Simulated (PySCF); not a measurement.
# GeH₆OSi: geometry, electronic excitations

Wanted: the electronic excitations of GeH₆OSi (`[SiH3][O][GeH3]`), by calculation.

Programs: PySCF 2.14.0, with density-fitted response routines of our own. Each step states its level of theory. These are calculated values for one molecule in the gas phase, unless marked as measured. Atoms are numbered from 0 throughout.

## Step 1: The starting structure

9 atoms, charge 0, multiplicity 1; geometry from: GFN2-xTB. The atoms were then displaced at random by about 0.01 Å, so the start is not that level's minimum.

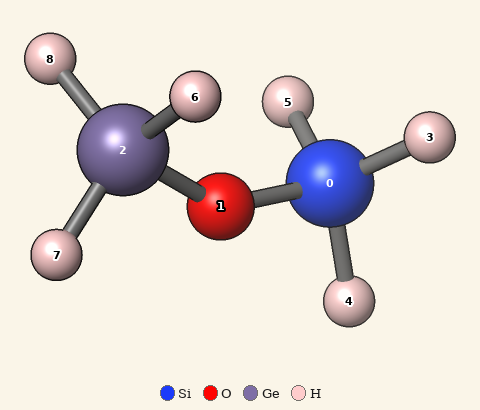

As it starts; silicon blue, oxygen red, germanium purple, hydrogen pink, atoms numbered; sticks join atoms by distance.

## Step 2: Relaxing the molecule at PBE0-D3(BJ)/def2-SVP

Job settings and geometry (Å):

```
{"job": {"xc": "PBE0", "basis": "def2-SVP", "d3": "d3bj", "grid": 1, "shake": 0.01, "kind": "geom"}, "charge": 0, "multiplicity": 1}
Si     1.603040     0.140010     0.288230
O      0.084790     0.230710    -0.363650
Ge    -1.611240    -0.151190    -0.235870
H      1.996620    -1.235410     0.457260
H      2.391010     0.843650    -0.727320
H      1.573640     0.856800     1.575440
H     -1.702820    -1.644400    -0.143750
H     -2.161800     0.419520    -1.488010
H     -2.115430     0.523160     1.031170
```

Started as:

```
> OMP_NUM_THREADS=1 python probes_run.py task.json out
```

One launch serves the whole session: the jobs run in the order shown.

Log:

```text
step   0  E = -2444.47420673  max force = 0.026318
step   1  E = -2444.48073505  max force = 0.011378
step   2  E = -2444.48139664  max force = 0.002205
step   3  E = -2444.48146630  max force = 0.002201
step   4  E = -2444.48161037  max force = 0.003508
step   5  E = -2444.48170125  max force = 0.003943
step   6  E = -2444.48175222  max force = 0.001951
step   7  E = -2444.48176546  max force = 0.000225
optimisation converged
```

It took 24 s on 1 thread of Arm Neoverse V2, shared host; peak memory 0.39 GiB.

Step by step:

```tsv
step	energy from step 0 (eV)	largest force component (eV/Å)
0	0.0000	1.3533
1	-0.1776	0.5851
2	-0.1956	0.1134
3	-0.1975	0.1132
4	-0.2015	0.1804
5	-0.2039	0.2028
6	-0.2053	0.1003
7	-0.2057	0.0116
```

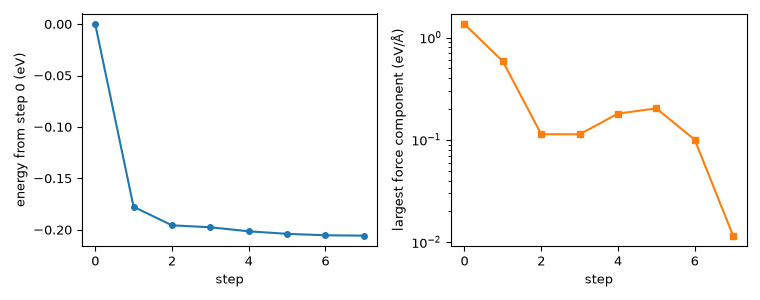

Energy and force, step by step.

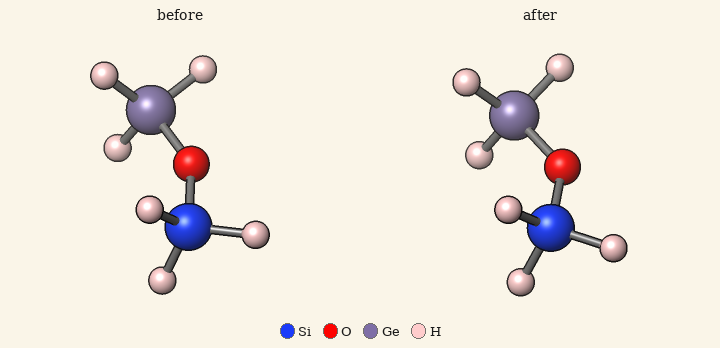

The geometry before (left) and after (right).

Distances of close pairs at the start and the end, largest changes first:

```tsv
bond	before (Å)	after (Å)	change (Å)
Si0–H3	1.441	1.497	+0.057
Ge2–H7	1.482	1.534	+0.052
Ge2–H6	1.499	1.541	+0.042
O1–Ge2	1.743	1.778	+0.035
Si0–H4	1.465	1.491	+0.025
Si0–H5	1.474	1.498	+0.024
Ge2–H8	1.521	1.541	+0.019
Si0–O1	1.655	1.656	+0.001
```

The next job starts from the end point, and lists it.

```tsv
at the end point	value
rotational constants (GHz, main isotopes)	28.735, 2.024, 1.982
dipole moment (D)	1.21
```

## Step 3: Excited states and response: PBE0/aug-cc-pVTZ

Job settings and geometry (Å):

```
{"job": {"kind": "uv", "xc": "PBE0", "basis": "aug-cc-pVTZ"}, "charge": 0, "multiplicity": 1}
Si     1.623684    -0.090664     0.339803
O      0.191087     0.033492    -0.480863
Ge    -1.502386    -0.425795    -0.192605
H      1.991164    -1.524523     0.566586
H      2.686855     0.565849    -0.472832
H      1.538614     0.582165     1.675112
H     -1.582949    -1.959680    -0.074788
H     -2.286601     0.086763    -1.407471
H     -1.978788     0.243319     1.110863
```

Method: TDDFT PBE0/aug-cc-pVTZ, vertical, gas phase, core orbitals frozen in the response.

Log:

```text
coarse grid: 33840 points
cycle   1  E = -2444.8484956766  dE = -5.696e-01  |g| = 9.091e-01  |ddm| = 6.863e+00
cycle   2  E = -2444.4637325539  dE =  3.848e-01  |g| = 1.657e+00  |ddm| = 2.945e+00
cycle   3  E = -2444.9708540103  dE = -5.071e-01  |g| = 1.941e-01  |ddm| = 2.063e+00
cycle   4  E = -2444.9769145369  dE = -6.061e-03  |g| = 4.988e-02  |ddm| = 4.046e-01
cycle   5  E = -2444.9771672204  dE = -2.527e-04  |g| = 6.871e-03  |ddm| = 8.344e-02
cycle   6  E = -2444.9771781496  dE = -1.093e-05  |g| = 1.378e-03  |ddm| = 1.489e-02
cycle   7  E = -2444.9771785663  dE = -4.167e-07  |g| = 2.345e-04  |ddm| = 2.736e-03
final grid: 68408 points
cycle   8  E = -2444.9771600020  dE = -5.199e-08  |g| = 2.204e-04  |ddm| = 8.937e-03
cycle   9  E = -2444.9771599924  dE =  9.636e-09  |g| = 3.332e-04  |ddm| = 8.679e-04
cycle  10  E = -2444.9771600123  dE = -1.991e-08  |g| = 5.148e-05  |ddm| = 4.657e-04
cycle  11  E = -2444.9771600128  dE = -5.266e-10  |g| = 6.557e-06  |ddm| = 8.442e-05
converged SCF energy = -2444.9771600128

Static polarisability (au): isotropic 63.105, principal 59.002 59.432 70.882

Singlet excitations
state   eV       nm        f      main configurations
  1   6.4798    191.3   0.00077   H->L 0.97
  2   6.7897    182.6   0.00335   H-1->L 0.97
  3   7.2734    170.5   0.06159   H->L+1 0.96
  4   7.5824    163.5   0.08942   H-1->L+1 0.95
  5   7.7147    160.7   0.00538   H->L+2 0.52, H-3->L 0.27, H-2->L 0.08
  6   7.8251    158.4   0.01694   H->L+3 0.62, H-2->L 0.17
  7   7.8266    158.4   0.00744   H-2->L 0.48, H->L+3 0.18, H-3->L 0.12
  8   7.9044    156.9   0.00920   H-3->L 0.42, H->L+2 0.40
  9   8.0842    153.4   0.00982   H-1->L+2 0.79, H-2->L 0.09
 10   8.2120    151.0   0.02156   H->L+4 0.51, H-1->L+3 0.38

Triplet excitations (Tamm-Dancoff, eV): 6.1474 6.4170 7.0318 7.2465
```

It took 43 s on 1 thread of Arm Neoverse V2, shared host; peak memory 1 GiB.

Frontier orbitals and where they lie:

```tsv
orbital	eV	atoms
HOMO−3	-9.73	Ge2 20 %, H6 20 %, Si0 16 %
HOMO−2	-9.72	Ge2 21 %, H7 18 %, Si0 15 %
HOMO−1	-8.70	O1 35 %, Si0 19 %, H4 13 %
HOMO	-8.45	O1 39 %, Si0 18 %, H3 11 %
LUMO	-0.56	Ge2 36 %, Si0 23 %, O1 7 %
LUMO+1	-0.21	H6 21 %, H8 20 %, H7 20 %
LUMO+2	0.29	Si0 29 %, Ge2 20 %, H3 15 %
```

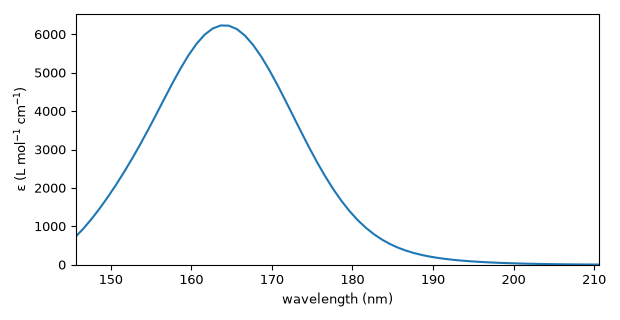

Absorption spectrum: each of the 10 states is a Gaussian band of 0.4 eV half-width at 1/e. Beyond the last state computed it falls off for lack of states.

Ground-state properties from the same run:

```tsv
property	computed
dipole moment (D)	1.15
polarisability (Å³)	9.35
HOMO–LUMO gap (eV)	7.88
−ε(HOMO) (eV)	8.45
```

## Step 4: TDDFT and polarisability: PBE0/def2-TZVPD

The job, as its differences from that of step 3:

```diff
@@ -1,2 +1,2 @@
-{"job": {"kind": "uv", "xc": "PBE0", "basis": "aug-cc-pVTZ"}, "charge": 0, "multiplicity": 1}
+{"job": {"kind": "uv", "xc": "PBE0", "basis": "def2-TZVPD"}, "charge": 0, "multiplicity": 1}
 Si     1.623684    -0.090664     0.339803
```

Method: TDDFT PBE0/def2-TZVPD, vertical, gas phase, core orbitals frozen in the response.

Log:

```text
coarse grid: 33840 points
cycle   1  E = -2444.8035173038  dE = -5.747e-01  |g| = 1.011e+00  |ddm| = 2.316e+00
cycle   2  E = -2444.4063413487  dE =  3.972e-01  |g| = 1.765e+00  |ddm| = 1.394e+00
cycle   3  E = -2444.9315247960  dE = -5.252e-01  |g| = 2.459e-01  |ddm| = 9.654e-01
cycle   4  E = -2444.9407651841  dE = -9.240e-03  |g| = 5.420e-02  |ddm| = 1.720e-01
cycle   5  E = -2444.9410043976  dE = -2.392e-04  |g| = 7.978e-03  |ddm| = 3.707e-02
cycle   6  E = -2444.9410185830  dE = -1.419e-05  |g| = 1.467e-03  |ddm| = 8.555e-03
cycle   7  E = -2444.9410190107  dE = -4.277e-07  |g| = 2.801e-04  |ddm| = 1.832e-03
final grid: 68408 points
cycle   8  E = -2444.9410030143  dE = -3.521e-08  |g| = 2.803e-04  |ddm| = 1.986e-03
cycle   9  E = -2444.9410030004  dE =  1.391e-08  |g| = 4.144e-04  |ddm| = 4.799e-04
cycle  10  E = -2444.9410030299  dE = -2.952e-08  |g| = 6.653e-05  |ddm| = 2.490e-04
cycle  11  E = -2444.9410030307  dE = -8.376e-10  |g| = 1.303e-05  |ddm| = 4.942e-05
converged SCF energy = -2444.9410030307

Static polarisability (au): isotropic 62.564, principal 58.483 58.852 70.355

Singlet excitations
state   eV       nm        f      main configurations
  1   6.5311    189.8   0.00078   H->L 0.98
  2   6.8409    181.2   0.00324   H-1->L 0.97
  3   7.5113    165.1   0.05447   H->L+1 0.95
  4   7.8007    158.9   0.00281   H-3->L 0.40, H->L+2 0.23, H-2->L 0.23
  5   7.8253    158.4   0.08256   H-1->L+1 0.76, H-2->L 0.10
  6   7.8867    157.2   0.02273   H-2->L 0.47, H-1->L+1 0.20, H-3->L 0.20
  7   7.9755    155.5   0.03775   H->L+3 0.91
  8   8.0845    153.4   0.00971   H->L+2 0.68, H-3->L 0.20
  9   8.3105    149.2   0.01155   H-1->L+2 0.84
 10   8.4169    147.3   0.03003   H-1->L+3 0.90

Triplet excitations (Tamm-Dancoff, eV): 6.1913 6.4605 7.2006 7.3611
```

Run time: 21 s. Hardware: 1 thread of Arm Neoverse V2, shared host; peak memory 0.75 GiB.

In short: HOMO -8.46 eV, LUMO -0.48 eV; lowest singlet 6.53 eV.

## Step 5: Run by run: electronic excitations

Excitations and ground-state properties, with basis size and wall time:

```tsv
run	lowest singlet (eV)	brightest (eV)	f	gap (eV)	α (Å³)	μ (D)	functions	time
PBE0/aug-cc-pVTZ	6.48	7.58	0.089	7.88	9.35	1.15	293	43 s
PBE0/def2-TZVPD	6.53	7.83	0.083	7.97	9.27	1.18	191	21 s
```

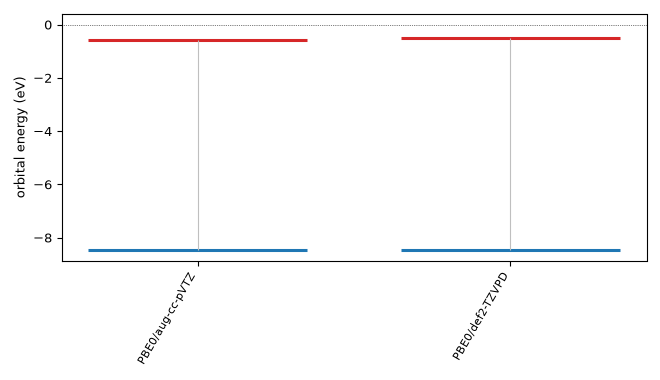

HOMO (blue) and LUMO (red) run by run.

## Step 6: Results

| quantity | value |
| --- | --- |
| rotational constants (main isotopes) | 28.74, 2.02, 1.98 GHz |
| lowest singlet (PBE0/aug-cc-pVTZ) | 6.48 eV (191 nm), f = 0.001 |
| brightest single state of those computed | state 4, 7.58 eV, f = 0.089 |
| lowest triplet | 6.15 eV |
| range of the lowest singlet | 6.48 to 6.53 eV |

**Reading.** The optimisation took 7 steps and gained 0.206 eV; among the close pairs (by a distance rule), Si0–H3 changed most, from 1.441 to 1.497 Å. No frequency check was run at this level, so the end point may be a saddle. The lowest singlet, at 6.48 eV, is HOMO→LUMO 0.97 and is dark; of the 10 states computed, the strongest absorption comes from state 4 at 7.58 eV. The lowest triplet lies 0.33 eV below the lowest singlet (triplets in Tamm-Dancoff, singlets in full TDDFT). The lowest singlet runs from 6.48 eV (PBE0/aug-cc-pVTZ) to 6.53 eV (PBE0/def2-TZVPD), while the orbital gap spans 7.88 to 7.97 eV. The lowest state need not be the same one in every run.
